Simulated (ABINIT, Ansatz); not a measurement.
# BAs (F-43m): one start, several treatments of the self-energy

Wanted: the gap of BAs (F-43m) under several approximations, with cost.

Program: ABINIT 10.8.3. Level of theory: PBE and many-body steps on it, plane waves. Results are calculated unless marked as measured.

**The experiments to reproduce.**

- Gap 2.02 eV: indirect gap from square root of absorption coefficient, average of three samples; transmission and reflection spectroscopy; 300 K; bulk crystal (CVT-grown platelets about 10 um thick) (“Optical properties of cubic boron arsenide”, 2019, arxiv:1911.04914).

- Gap 4.12 eV: direct gap from square of absorption coefficient, average of two samples; spectroscopic ellipsometry; 300 K; bulk crystal (CVT-grown opaque bulk crystals) (“Optical properties of cubic boron arsenide”, 2019, arxiv:1911.04914).

- Gap 1.82 eV: indirect gap from Tauc plot of optical absorption; UV-visible absorption, indirect Tauc plot; 300 K; bulk crystal (three thin as-grown single crystals with the same absorption edge) (“Photoluminescence mapping and time-domain thermo-photoluminescence for rapid imaging and measurement of thermal conductivity of boron arsenide”, 2019, arxiv:1910.07149).

### 1. Set-up

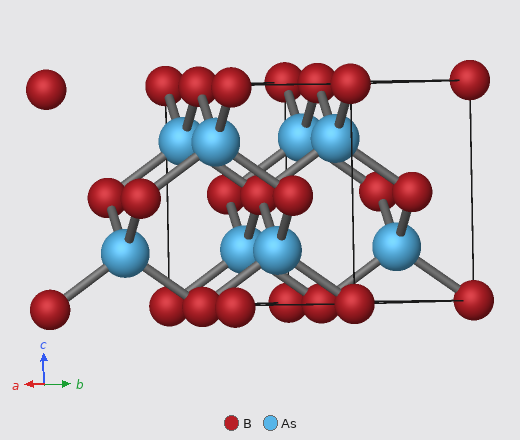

The starting structure, seen slightly off an axis (boron red, arsenic blue). 2×1×1 cells are drawn. This picture shows the conventional cell, with its axes. Bonds to atoms that aren't drawn are left out. Some periodic images of atoms are drawn too.

As a file:

```cif
data_structure
_symmetry_space_group_name_H-M 'P 1'
_symmetry_Int_Tables_number 1
_cell_length_a 3.3778
_cell_length_b 3.3778
_cell_length_c 3.3778
_cell_angle_alpha 60.000
_cell_angle_beta 60.000
_cell_angle_gamma 60.000
_cell_volume 27.25
loop_
_atom_site_label
_atom_site_type_symbol
_atom_site_fract_x
_atom_site_fract_y
_atom_site_fract_z
_atom_site_occupancy
B1 B 0.00000 0.00000 0.00000 1
As2 As 0.25000 0.25000 0.25000 1
```

The cell and positions come from the Crystallography Open Database and are kept as given unless a step says otherwise.

### 2. Empty states on the mesh, 6×6×6 mesh, 516 bands

This step: ABINIT 10.8.3; DFT, PBE, plane waves, norm-conserving pseudopotentials.

The sums over transitions need many empty states on a uniform mesh; this step solves for them.

Contents of run.abi:

```
acell 3*1.0 Angstrom
rprim 
  -0.000000000000 2.388500000000 2.388500000000
  2.388500000000 -0.000000000000 2.388500000000
  2.388500000000 2.388500000000 -0.000000000000
ntypat 2
znucl 5 33
natom 2
typat 1 2
xred 
  0.000000000000 0.000000000000 0.000000000000
  0.250000000000 0.250000000000 0.250000000000
pp_dirpath "pseudos"
pseudos "B.upf, As.upf"
ecut 44
ngkpt 6 6 6
nshiftk 1
shiftk 0 0 0
kptopt 1
chksymbreak 0
irdden 1
istwfk *1
nband 516
prtvol 0
optdriver 6
gwr_task "HDIAGO"
paral_kgb 0
occopt 1
indata_prefix "in"
outdata_prefix "out"
tmpdata_prefix "tmp"
```

Launch:

```console
> OMP_NUM_THREADS=1 mpirun -n 4 abinit run.abi > log
```

Output:

```text
.Version 10.8.3 of ABINIT. v10.8.2 released Aug 2026.

 Symmetries : space group F-4 3 m (#216); Bravais cF (face-center cubic)
[... echo of the input left out ...]
== DATASET  1 ==================================================================
-   mpi_nproc: 4, omp_nthreads: 1 (-1 if OMP is not activated)

--- !DatasetInfo
iteration_state: {dtset: 1, }
dimensions: {natom: 2, nkpt: 16, mband: 516, nsppol: 1, nspinor: 1, nspden: 1, mpw: 2637, }
cutoff_energies: {ecut:  44.0, pawecutdg:  -1.0, }
[...]
Indirect band gap semiconductor
 Fundamental gap:     1.293 (eV)
   VBM:     7.999 (eV) at k: [ 0.0000E+00,  0.0000E+00,  0.0000E+00]
   CBM:     9.292 (eV) at k: [ 3.3333E-01,  3.3333E-01,  0.0000E+00]
 Direct gap:         3.289 (eV) at k: [ 0.0000E+00,  0.0000E+00,  0.0000E+00]

== END DATASET(S) ==============================================================
================================================================================

 -outvars: echo values of variables after computation  --------
           etotal      0.0000000000E+00
            nband         516
             nkpt          16
          spgroup         216
 [... the other variables as echoed above ...]

 Calculation completed.
```

Run time: 65 s. Hardware: 4 MPI ranks of Intel Xeon Platinum 8375C at 2.90GHz (Ice Lake), shared host; peak memory 1.8 GiB; 4.3 min of CPU time.

This step gave:

- gap: 1.293 eV
- k of the valence top: 0, 0, 0
- k of the conduction bottom: 0.3333, 0.3333, 0
- least direct gap: 3.289 eV
- k points computed: 16
- lowest point of the top converged band, above the valence top: 374.9317 eV

On this mesh the gap is 1.293 eV.

The density comes from a self-consistent run that is not shown.

### 3. Screening, 6×6×6 mesh, 214 bands, screening to 283 eV

The RPA dielectric matrix is built and inverted for each q.

This step: RPA screening on PBE, plane waves, norm-conserving pseudopotentials.

Changes to run.abi since step 2:

```diff
@@ -20,10 +20,11 @@
 chksymbreak 0
-irdden 1
 istwfk *1
-nband 516
-prtvol 0
-optdriver 6
-gwr_task "HDIAGO"
-paral_kgb 0
 occopt 1
+irdwfk 1
+optdriver 3
+nband 214
+ecuteps 10.4
+inclvkb 2
+awtr 1
+symchi 1
 indata_prefix "in"
```

Output:

```text
.Version 10.8.3 of ABINIT. v10.8.2 released Aug 2026.

 Symmetries : space group F-4 3 m (#216); Bravais cF (face-center cubic)
[... echo of the input left out ...]
== DATASET  1 ==================================================================
-   mpi_nproc: 4, omp_nthreads: 1 (-1 if OMP is not activated)

--- !DatasetInfo
iteration_state: {dtset: 1, }
dimensions: {natom: 2, nkpt: 16, mband: 214, nsppol: 1, nspinor: 1, nspden: 1, mpw: 2637, }
cutoff_energies: {ecut:  44.0, pawecutdg:  -1.0, }
electrons: {nelect:   2.60000000E+01, charge:   0.00000000E+00, occopt:   1.00000000E+00, tsmear:   1.00000000E-02, }

 SCREENING: Calculation of the susceptibility and dielectric matrices

 Based on a program developped by R.W. Godby, V. Olevano, G. Onida, and L. Reining.
 Incorporated in ABINIT by V. Olevano, G.-M. Rignanese, and M. Torrent.
.Using double precision arithmetic ; gwpc =  8

[... cell and pseudopotentials left out ...]
--------------------------------------------------------------------------------

 ==== K-mesh for the wavefunctions ====
 Number of points in the irreducible wedge :    16
[... list of points left out ...]
 Together with 24 symmetry operations and time-reversal symmetry
 yields   216 points in the full Brillouin Zone.

 ==== Q-mesh for the screening function ====
 Number of points in the irreducible wedge :    16
[... list of points left out ...]
 Together with 24 symmetry operations and time-reversal symmetry
 yields   216 points in the full Brillouin Zone.

 setmesh: FFT mesh size selected  =    27x   27x   27
          total number of points  =        19683

 vcoul_init : cutoff-mode = AUXILIARY_FUNCTION
 q-points for optical limit:   1
     1)      0.000010    0.000020    0.000030

- screening: taking advantage of time-reversal symmetry
- Maximum band index for partially occupied states nbvw = 13
- Remaining bands to be divided among processors   nbcw = 201
- Number of bands treated by each node ~50

 Number of electrons calculated from density =   26.0000; Expected =   26.0000
 average of density, n =  0.141374
 r_s =    1.1908
 omega_plasma =   36.2695 [eV]

 calculating chi0 at frequencies [eV] :
  1    0.000000E+00    0.000000E+00
  2    0.000000E+00    3.626946E+01

--------------------------------------------------------------------------------
  q-point number  1        q = ( 0.000000, 0.000000, 0.000000) [r.l.u.]
--------------------------------------------------------------------------------
[... chi0 elements left out ...]
 For q-point:  0.000010 0.000020 0.000030
  dielectric constant =  10.5140
  dielectric constant without local fields =  11.5163

  Average fulfillment of the sum rule on Im[epsilon] for q-point    1 :     70.17  [%]
[... wings left out ...]
  q-point number  2        q = ( 0.166667, 0.000000, 0.000000) [r.l.u.]
--------------------------------------------------------------------------------
[... chi0 elements left out ...]
  Average fulfillment of the sum rule on Im[epsilon] for q-point    2 :     80.59  [%]

 [... 14 further q-points ...]
```

Wall time 8.4 min (4 MPI ranks); peak memory 1.9 GiB.

This step gave:

- ε∞ with local fields, on this mesh, along the program's q direction: 10.51
- the same without local fields: 11.52
- plasma frequency: 36.27 eV
- plane waves in the screening matrix: 283

Local fields lower ε∞ by 9 %.

### 4. G0W0, Godby-Needs plasmon pole

The self-energy is evaluated for the states that the input lists, and the levels follow from it, in one-shot runs by the linearised quasiparticle equation.

This step: G0W0 on PBE, plane waves, norm-conserving pseudopotentials.

Changes to run.abi since step 3:

```diff
@@ -23,8 +23,17 @@
 irdwfk 1
-optdriver 3
+optdriver 4
 nband 214
+gwcalctyp 0
+ecutsigx 44
+symsigma 1
+nkptgw 2
+kptgw 
+  0.0000000000 0.0000000000 0.0000000000
+  0.3333333333 0.3333333333 0.0000000000
+bdgw 
+  11 16
+  12 15
 ecuteps 10.4
-inclvkb 2
-awtr 1
-symchi 1
+irdscr 1
+ppmodel 1
 indata_prefix "in"
```

Output:

```text
.Version 10.8.3 of ABINIT. v10.8.2 released Aug 2026.

 Symmetries : space group F-4 3 m (#216); Bravais cF (face-center cubic)
[... echo of the input left out ...]
== DATASET  1 ==================================================================
-   mpi_nproc: 4, omp_nthreads: 1 (-1 if OMP is not activated)

--- !DatasetInfo
iteration_state: {dtset: 1, }
dimensions: {natom: 2, nkpt: 16, mband: 214, nsppol: 1, nspinor: 1, nspden: 1, mpw: 2637, }
cutoff_energies: {ecut:  44.0, pawecutdg:  -1.0, }
electrons: {nelect:   2.60000000E+01, charge:   0.00000000E+00, occopt:   1.00000000E+00, tsmear:   1.00000000E-02, }

 SIGMA: Calculation of the GW corrections

 Based on a program developped by R.W. Godby, V. Olevano, G. Onida, and L. Reining.
 Incorporated in ABINIT by V. Olevano, G.-M. Rignanese, and M. Torrent.
.Using double precision arithmetic ; gwpc =  8

[... cell and pseudopotentials left out ...]
--------------------------------------------------------------------------------

 ==== K-mesh for the wavefunctions ====
 Number of points in the irreducible wedge :    16
[... list of points left out ...]
 Together with 24 symmetry operations and time-reversal symmetry
 yields   216 points in the full Brillouin Zone.

 ==== Q-mesh for screening function ====
 Number of points in the irreducible wedge :    16
[... list of points left out ...]
 Together with 24 symmetry operations and time-reversal symmetry
 yields   216 points in the full Brillouin Zone.

 vcoul_init : cutoff-mode = AUXILIARY_FUNCTION
 q-points for optical limit:   1
     1)      0.000010    0.000020    0.000030
 setmesh: FFT mesh size selected  =    40x   40x   40
          total number of points  =        64000

 Number of electrons calculated from density =   26.0000; Expected =   26.0000
 average of density, n =  0.141374
 r_s =    1.1908
 omega_plasma =   36.2695 [eV]

 === KS Band Gaps ===
  >>>> For spin  1
   Minimum direct gap =   3.2894 [eV], located at k-point      :   0.0000  0.0000  0.0000
   Fundamental gap    =   1.2928 [eV], Top of valence bands at :   0.0000  0.0000  0.0000
                                       Bottom of conduction at :   0.3333  0.3333  0.0000
 SIGMA fundamental parameters:
 PLASMON POLE MODEL  1
 number of plane-waves for SigmaX                 2637
 number of plane-waves for SigmaC and W            283
 number of plane-waves for wavefunctions          2637
 number of bands                                   214
 number of independent spin polarizations            1
 number of spinorial components                      1
 number of k-points in IBZ                          16
 number of q-points in IBZ                          16
 number of symmetry operations                      24
 number of k-points in BZ                          216
 number of q-points in BZ                          216
 number of frequencies for dSigma/dE                 9
 frequency step for dSigma/dE [eV]                0.25
 number of omega for Sigma on real axis              0
 max omega for Sigma on real axis  [eV]           0.00
 zcut for avoiding poles [eV]                     0.10

 EPSILON^-1 parameters (SCR file):
 dimension of the eps^-1 matrix on file            283
 dimension of the eps^-1 matrix used               283
 number of plane-waves for wavefunctions          2637
 number of bands                                   214
 number of q-points in IBZ                          16
 number of frequencies                               2
 number of real frequencies                          1
 number of imag frequencies                          1

 matrix elements of self-energy operator (all in [eV])

 Perturbative Calculation

--- !SelfEnergy_ee
iteration_state: {dtset: 1, }
kpoint     : [   0.000,    0.000,    0.000, ]
spin       : 1
KS_gap     :    3.289
QP_gap     :    4.159
Delta_QP_KS:    0.870
data: !SigmaeeData |
     Band     E0 <VxcDFT>   SigX SigC(E0)      Z dSigC/dE  Sig(E)    E-E0       E
       11   7.999 -14.188 -15.543   0.502   0.807  -0.239 -14.876  -0.688   7.310
       12   7.999 -14.188 -15.543   0.502   0.807  -0.239 -14.876  -0.688   7.310
       13   7.999 -14.188 -15.543   0.502   0.807  -0.239 -14.876  -0.688   7.310
       14  11.288 -13.053  -8.369  -4.460   0.810  -0.235 -12.871   0.181  11.469
       15  11.288 -13.053  -8.369  -4.460   0.810  -0.235 -12.871   0.181  11.469
       16  11.288 -13.053  -8.369  -4.460   0.810  -0.235 -12.871   0.181  11.469

--- !SelfEnergy_ee
iteration_state: {dtset: 1, }
kpoint     : [   0.333,    0.333,    0.000, ]
spin       : 1
KS_gap     :    4.744
QP_gap     :    5.570
Delta_QP_KS:    0.826
data: !SigmaeeData |
     Band     E0 <VxcDFT>   SigX SigC(E0)      Z dSigC/dE  Sig(E)    E-E0       E
       12   4.547 -13.197 -16.027   1.731   0.797  -0.255 -14.072  -0.875   3.672
       13   4.547 -13.197 -16.027   1.731   0.797  -0.255 -14.072  -0.875   3.672
       14   9.292 -11.657  -7.564  -4.153   0.817  -0.224 -11.706  -0.049   9.242
       15  11.154 -11.166  -6.440  -4.744   0.816  -0.225 -11.181  -0.015  11.138

== END DATASET(S) ==============================================================
================================================================================

 -outvars: echo values of variables after computation  --------
           etotal      0.0000000000E+00
            nband         214
             nkpt          16
          spgroup         216
 [... the other variables as echoed above ...]

 Calculation completed.
```

Run time: 64 s. Hardware: 4 MPI ranks; peak memory 1.8 GiB.

This step gave:

| Quantity | Value |
| --- | --- |
| G0W0 gap on the points computed | 1.932 eV |
| starting gap on the mesh | 1.293 eV |
| k of the valence top | 0, 0, 0 |
| k of the conduction bottom | 0.3333, 0.3333, 0 |
| Z at the valence top | 0.807 |
| Z at the conduction bottom | 0.817 |
| least direct G0W0 gap on the computed points | 4.159 eV |

The gap on the mesh goes from 1.29 eV to 1.93 eV, a correction of +0.64 eV.

### 5. G0W0, Hybertsen-Louie plasmon pole

Changes to run.abi since step 4:

```diff
@@ -37,3 +37,3 @@
 irdscr 1
-ppmodel 1
+ppmodel 2
 indata_prefix "in"
```

Output:

```text
.Version 10.8.3 of ABINIT. v10.8.2 released Aug 2026.

 Symmetries : space group F-4 3 m (#216); Bravais cF (face-center cubic)
[... echo of the input left out ...]
== DATASET  1 ==================================================================
-   mpi_nproc: 4, omp_nthreads: 1 (-1 if OMP is not activated)

--- !DatasetInfo
iteration_state: {dtset: 1, }
dimensions: {natom: 2, nkpt: 16, mband: 214, nsppol: 1, nspinor: 1, nspden: 1, mpw: 2637, }
cutoff_energies: {ecut:  44.0, pawecutdg:  -1.0, }
electrons: {nelect:   2.60000000E+01, charge:   0.00000000E+00, occopt:   1.00000000E+00, tsmear:   1.00000000E-02, }

 SIGMA: Calculation of the GW corrections

 Based on a program developped by R.W. Godby, V. Olevano, G. Onida, and L. Reining.
 Incorporated in ABINIT by V. Olevano, G.-M. Rignanese, and M. Torrent.
.Using double precision arithmetic ; gwpc =  8

[... cell and pseudopotentials left out ...]
--------------------------------------------------------------------------------

 ==== K-mesh for the wavefunctions ====
 Number of points in the irreducible wedge :    16
[... list of points left out ...]
 Together with 24 symmetry operations and time-reversal symmetry
 yields   216 points in the full Brillouin Zone.

 ==== Q-mesh for screening function ====
 Number of points in the irreducible wedge :    16
[... list of points left out ...]
 Together with 24 symmetry operations and time-reversal symmetry
 yields   216 points in the full Brillouin Zone.

 vcoul_init : cutoff-mode = AUXILIARY_FUNCTION
 q-points for optical limit:   1
     1)      0.000010    0.000020    0.000030
 setmesh: FFT mesh size selected  =    40x   40x   40
          total number of points  =        64000

 Number of electrons calculated from density =   26.0000; Expected =   26.0000
[...]
number of omega for Sigma on real axis              0
 max omega for Sigma on real axis  [eV]           0.00
 zcut for avoiding poles [eV]                     0.10

 EPSILON^-1 parameters (SCR file):
 dimension of the eps^-1 matrix on file            283
 dimension of the eps^-1 matrix used               283
 number of plane-waves for wavefunctions          2637
 number of bands                                   214
 number of q-points in IBZ                          16
 number of frequencies                               2
 number of real frequencies                          1
 number of imag frequencies                          1

 matrix elements of self-energy operator (all in [eV])

 Perturbative Calculation

--- !SelfEnergy_ee
iteration_state: {dtset: 1, }
kpoint     : [   0.000,    0.000,    0.000, ]
spin       : 1
KS_gap     :    3.289
QP_gap     :    4.373
Delta_QP_KS:    1.083
data: !SigmaeeData |
     Band     E0 <VxcDFT>   SigX SigC(E0)      Z dSigC/dE  Sig(E)    E-E0       E
       11   7.999 -14.188 -15.543  -0.252   0.870  -0.150 -15.586  -1.398   6.601
       12   7.999 -14.188 -15.543  -0.252   0.870  -0.150 -15.586  -1.398   6.601
       13   7.999 -14.188 -15.543  -0.252   0.870  -0.150 -15.586  -1.398   6.601
[...]
--- !SelfEnergy_ee
iteration_state: {dtset: 1, }
kpoint     : [   0.333,    0.333,    0.000, ]
spin       : 1
KS_gap     :    4.744
QP_gap     :    5.818
Delta_QP_KS:    1.074
data: !SigmaeeData |
     Band     E0 <VxcDFT>   SigX SigC(E0)      Z dSigC/dE  Sig(E)    E-E0       E
[...]
14   9.292 -11.657  -7.564  -4.711   0.875  -0.143 -12.198  -0.541   8.751
       15  11.154 -11.166  -6.440  -5.240   0.875  -0.143 -11.616  -0.450  10.704

== END DATASET(S) ==============================================================
================================================================================

 -outvars: echo values of variables after computation  --------
           etotal      0.0000000000E+00
            nband         214
             nkpt          16
          spgroup         216
 [... the other variables as echoed above ...]

 Calculation completed.
```

Wall time 63 s (4 MPI ranks); peak memory 1.8 GiB; 4.2 min of CPU time.

Numbers from this step:

| Item | Value |
| --- | --- |
| G0W0 gap on the points computed | 2.150 eV |
| starting gap on the mesh | 1.293 eV |
| k of the valence top | 0, 0, 0 |
| k of the conduction bottom | 0.3333, 0.3333, 0 |
| Z at the valence top | 0.87 |
| Z at the conduction bottom | 0.875 |
| least direct G0W0 gap on the computed points | 4.373 eV |

Against G0W0 in ABINIT (6×6×6 mesh, 214 bands, screening to 283 eV, Godby-Needs plasmon pole), the gap moves by +0.218 eV.

[end of part 1 of 2]

[Paths, hosts, dates, memory and timing lines, banners, echoed tables and standing remarks are left out of the program output.]

[Logs are printed without paths, hosts, clocks, repeated set-up lines and the standing remarks that a program may print on its own settings, such as how far it seeks lower states.]

[Runs of the session that timed out or met a known fault of the program may be left out.]

[Hosts, paths, dates, database ids (printed as entryN), source tags and the programs' standing remarks are cut or masked in the printed files.]

[G0W0 gaps are taken among the corrected bands and points alone; a level outside them can change the order at an edge.]

[Where Ansatz stands beside ABINIT at settings called matched, ABINIT's density can come from a denser mesh and the files from another edition; pairs whose starting gaps differed by over 0.03 eV were left out, so agreement reads better than it is.]
